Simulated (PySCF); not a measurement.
# C$_{5}$H$_{11}$FO$_{2}$Si$_{2}$ (SMILES CC(=O)O[SiH2]C/C=C(/F)[SiH3]): what the fields show

The calculation's input:

```
{"job": {"kind": "nmr", "xc": "PBE0", "basis": "pcSseg-1"}, "charge": 0, "multiplicity": 1}
C     -3.884530     1.062614    -0.827716
C     -3.025442     0.245330     0.093226
O     -3.367406    -0.194297     1.156416
O     -1.801420     0.047317    -0.388465
Si    -0.665209    -0.789568     0.493116
C      0.836022    -0.706411    -0.675449
C      2.037463    -1.231418     0.011071
C      3.012205    -0.466457     0.485982
F      4.037889    -1.096451     1.139201
Si     3.187574     1.415998     0.423117
H     -3.932830     0.578015    -1.799906
H     -4.881281     1.169171    -0.411657
H     -3.429781     2.041791    -0.961344
H     -1.129705    -2.157523     0.701966
H     -0.425191    -0.088383     1.749111
H      1.006073     0.322154    -0.993451
H      0.637688    -1.302614    -1.567374
H      2.082370    -2.303676     0.152707
H      4.452727     1.751309     1.069559
H      3.190581     1.852859    -0.976902
H      2.053284     2.021887     1.126321
```

Command:

```sh
OMP_NUM_THREADS=1 python probes_run.py task.json out
```

Geometry: GFN2-xTB.

All numbers below come from PySCF 2.14.0, PBE0/pcSseg-1, SCF density, gas phase, non-relativistic.

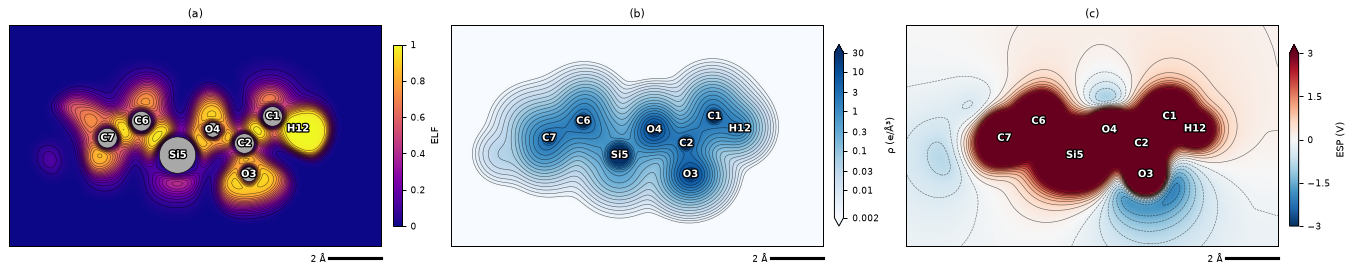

Figure 1. (a) ELF; (b) total electron density; (c) molecular electrostatic potential on the plane of atoms C2, C1 and H12. Grey discs cover the atomic cores in the ELF map.

**What do the fields say about this system?**

Atoms in the plane: C, O, Si and H.
C–O (1.20 Å): ρ is about 3.4 e/Å³ halfway; the ELF peaks at about 0.85 between the atoms (a short, multiple covalent bond).
Si–O (1.66 Å): the density is about 1.1 e/Å³ at the midpoint; the ELF peaks at about 0.90 between the atoms (a polar covalent bond).
C–Si (1.90 Å): the density is about 0.93 e/Å³ at the midpoint; the ELF peaks at about 0.95 between the atoms: a covalent bond.
C–H (1.09 Å): the density is about 2 e/Å³ at the midpoint; the ELF climbs to about 1 towards the hydrogen, as it does in any bond to H; a covalent bond by its length.
C–O (1.33 Å): ρ at the midpoint is about 2.5 e/Å³; the ELF peaks at about 0.90 between the atoms (a shared but strongly polarised pair).
The ELF also peaks beside O3 and O4, away from the bonds: lone-pair regions.
Outside the dense part of the molecule the potential is most negative (−2.0 V) near O3.

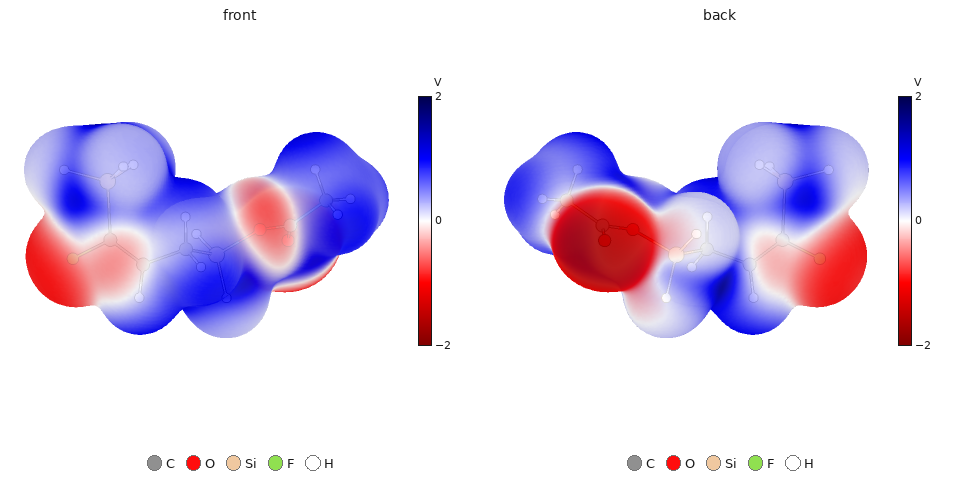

Figure 2. The molecular electrostatic potential painted on the density surface at 0.002 e/bohr³, seen from the front and from behind; red is negative and blue positive.

**Which sites attract a positive test charge, and which a negative one?**

A positive charge is drawn to the negative regions and a negative charge to the positive ones. The most negative region (about −1.6 V) lies over O3, the most positive (about +1.4 V) over Si5 and Si10. O3 is the likeliest acceptor of a hydrogen bond.

**What dipole moment does the calculation give?**

Its dipole moment is 3.02 D.
